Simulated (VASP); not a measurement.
Band structure of InAs (space group F-43m). Calculation: PBE GGA with D3 dispersion (Becke-Johnson damping) with spin-orbit coupling, VASP's PBE PAW potentials (set 64) (plane waves; VASP).

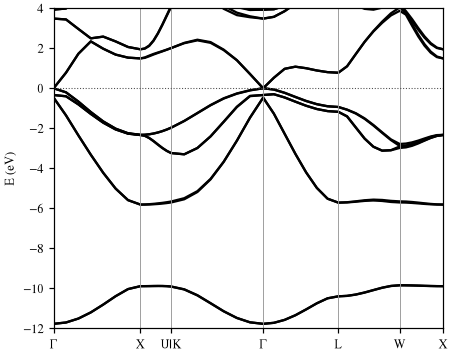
Figure: Bands along high-symmetry lines, zero at the valence-band maximum or, without a gap, the Fermi level

Task: Read the plot: is there a gap, and where are the band edges?

Result: It has no gap at this level: it comes out as a metal or semimetal.

The structure comes from a measured InAs entry (F-43m) of the Crystallography Open Database, whose conditions weren't checked. It was relaxed first.
